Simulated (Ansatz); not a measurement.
# FGa$_{2}$H$_{3}$: what the fields show

The calculation's input:

```
crystal:
  periodic: [false, false, false]
  atoms:
    - {symbol: F, position_ang: [-0.551694, -2.287764, 0.558092]}
    - {symbol: Ga, position_ang: [-0.778021, -0.828295, -0.423460]}
    - {symbol: Ga, position_ang: [0.754594, 0.972917, 0.283810]}
    - {symbol: H, position_ang: [-1.899652, -1.036836, -1.504713]}
    - {symbol: H, position_ang: [2.184556, 1.113387, -0.354158]}
    - {symbol: H, position_ang: [0.332318, 2.002591, 1.394229]}
basis:
  gaussian: {orbitals: def2-TZVPP}
hamiltonian: {xc: pbe0, dispersion: d4}
output: {orbitals: {seedname: orbitals}}
```

Run with:

```sh
ansatz run in.yaml --threads 2 --pin off --events-out ev --progress --plain --max-ram 4352MiB
```

Geometry: PBE0-D4/def2-TZVP.

Level of theory: RKS PBE0-D4/def2-TZVPP in Ansatz.

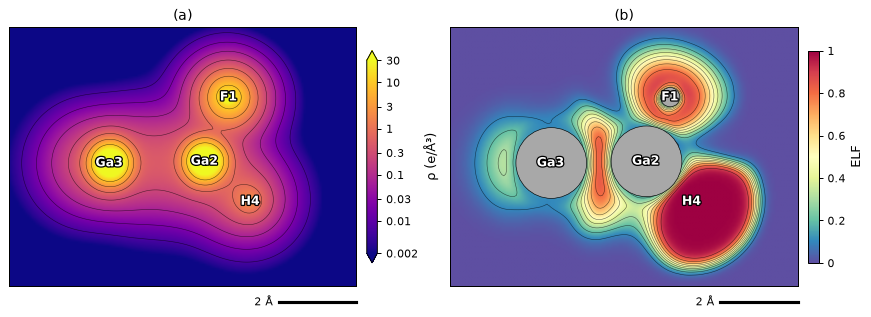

Figure 1. (a) total electron density; (b) electron localisation function on the plane of atoms Ga3, Ga2 and H4. Grey discs cover the atomic cores in the ELF map.

Q: Describe what can be read from this map.

A: The plane passes through F, Ga and H nuclei.
Ga–F (1.77 Å): the density is about 0.85 e/Å³ at the midpoint; the ELF peaks at about 0.80 in the valence shell of F, 0.5 Å from its nucleus, and is about 0.20 at the midpoint.
Ga–Ga (2.47 Å): ρ is about 0.48 e/Å³ halfway; the ELF peaks at about 0.80 between the atoms; a shared electron pair.
Ga–H (1.57 Å): ρ at the midpoint is about 0.98 e/Å³; the ELF climbs to about 1 towards the hydrogen.
The ELF also peaks beside F1, away from the bonds: lone-pair regions.

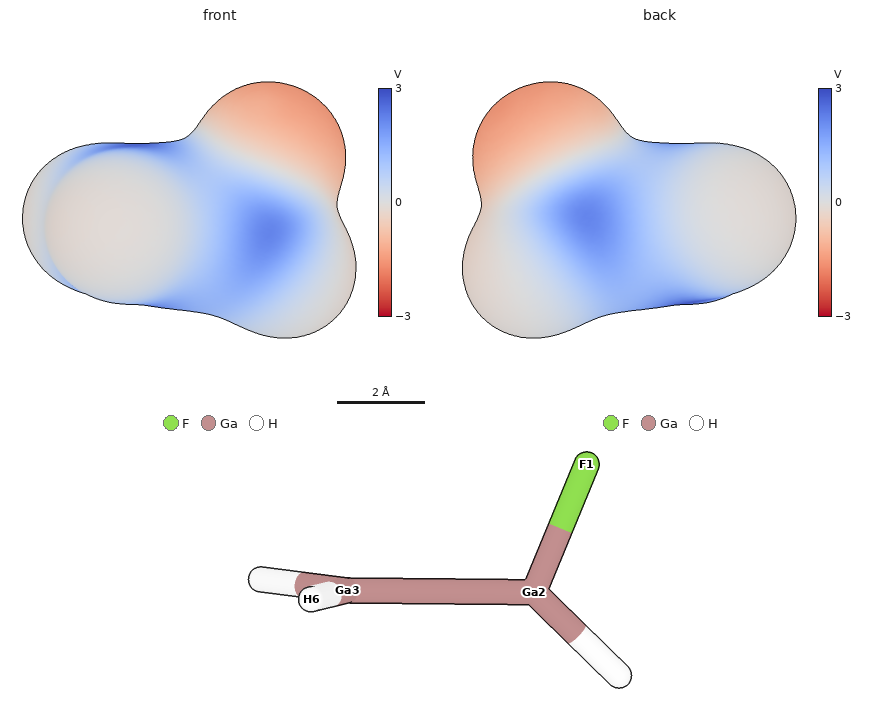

Figure 2. The molecular electrostatic potential painted on the density surface at 0.001 e/bohr³, seen from the front and from behind; red is negative and blue positive. The bare structure is drawn below in the same view.

Q: Describe the electrostatic potential map.

A: The most negative region (about −1.5 V) lies over F1, the most positive (about +2.5 V) over Ga3.

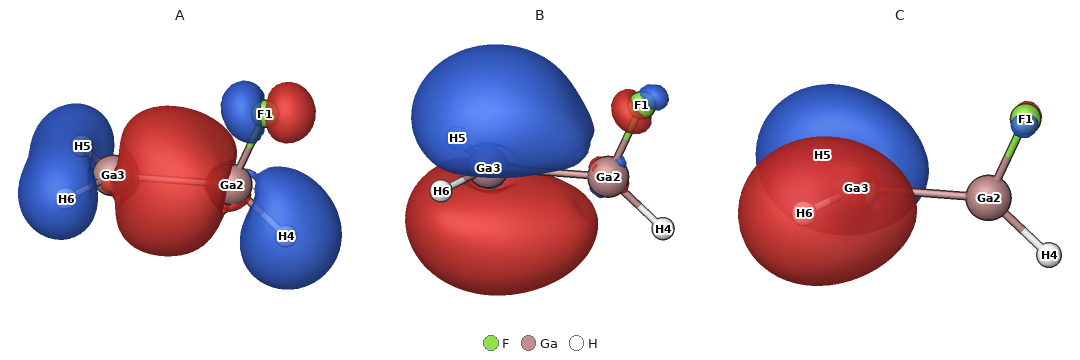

Figure 3. Three frontier orbitals at ±0.08 Å⁻³ᐟ² (blue and red are the two phases), in no order.

Q: Which picture is the HOMO−1, the HOMO and the LUMO?

A: C is the HOMO−1 (−8.90 eV). Its weight (Hirshfeld) is mainly on Ga3 (about 40 %), H5 (about 30 %) and H6 (about 30 %). A is the HOMO (−7.44 eV). Its weight (Hirshfeld) is mainly on Ga2 (about 30 %), Ga3 (about 30 %), H4 (about 15 %), F1 (about 10 %), H5 (about 5 %) and H6 (about 5 %). B is the LUMO (−2.40 eV). By Hirshfeld shares it lies mainly on Ga3 (about 70 %) and Ga2 (about 15 %).

Q: What is the HOMO–LUMO gap?

A: 5.04 eV between the orbital energies.

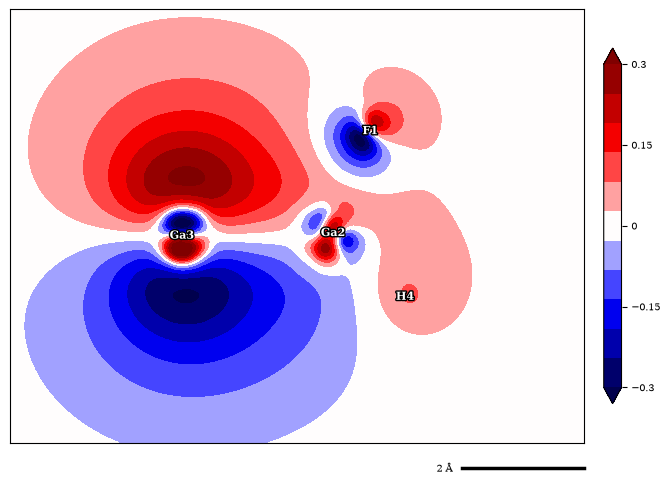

Figure 4. The LUMO on the plane of atoms Ga3, Ga2 and H4 (values in Å⁻³ᐟ²; the overall sign is arbitrary).

Q: Where does this orbital lie, and at what energy?

A: Its weight (Hirshfeld) is mainly on Ga3 (about 70 %) and Ga2 (about 15 %). Its energy is −2.40 eV.
